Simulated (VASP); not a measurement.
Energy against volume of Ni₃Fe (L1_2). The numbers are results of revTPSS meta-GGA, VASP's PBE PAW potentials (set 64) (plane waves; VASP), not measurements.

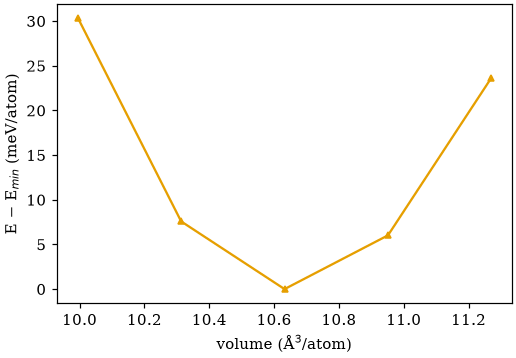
Figure. Energy against volume

Q: Estimate the equilibrium volume and the bulk modulus.

A: The minimum lies near 10.6 Å³/atom, and the curvature gives B0 of about 220 GPa.

The compound is Ni3Fe in the L1_2 structure. It was relaxed first.
